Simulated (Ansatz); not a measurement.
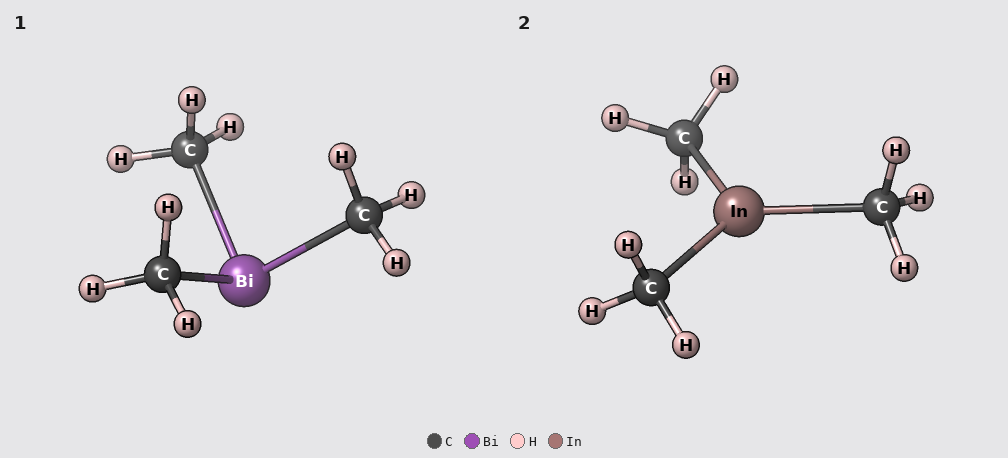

2 molecules with one skeleton, seen from the same side and at one scale. Charge 0, singlet. Computed geometries: PBE0-D4/def2-TZVP optimisations, one conformation each. Properties computed with Ansatz 0.2.0. Elements past Kr carry core potentials.

One atom differs, called X below: Bi in panel 1, In in panel 2. Their formulas are C3H9Bi (`[CH3][Bi]([CH3])[CH3]`), C3H9In (`[CH3][In]([CH3])[CH3]`).

In which is the mean angle C–X–C larger (PBE0-D4/def2-TZVP)?

Answer. In panel 2 (X = In).

In which is the HOMO–LUMO gap larger (ωB97M-V/def2-QZVPP)?

Answer. In panel 1 (X = Bi).

Give the values. With PBE0-D4/def2-TZVP: mean length of X–C (Å), mean angle C–X–C (°), dipole moment (D), harmonic zero-point energy (kJ/mol). With ωB97M-V/def2-QZVPP: HOMO energy (Kohn–Sham orbital) (eV), HOMO–LUMO gap (eV).

```json
{"quantity": "mean length of X–C (Å)", "1 (Bi)": "2.253", "2 (In)": "2.164", "2 − 1": "−0.089"}
{"quantity": "mean angle C–X–C (°)", "1 (Bi)": "93.1", "2 (In)": "120.0", "2 − 1": "+26.9"}
{"quantity": "HOMO energy (Kohn–Sham orbital) (eV)", "1 (Bi)": "−8.62", "2 (In)": "−9.19", "2 − 1": "−0.57"}
{"quantity": "HOMO–LUMO gap (eV)", "1 (Bi)": "9.96", "2 (In)": "9.59", "2 − 1": "−0.37"}
{"quantity": "dipole moment (D)", "1 (Bi)": "0.17", "2 (In)": "0.01", "2 − 1": "−0.16"}
{"quantity": "harmonic zero-point energy (kJ/mol)", "1 (Bi)": "281.8", "2 (In)": "276.1", "2 − 1": "−5.7"}
```
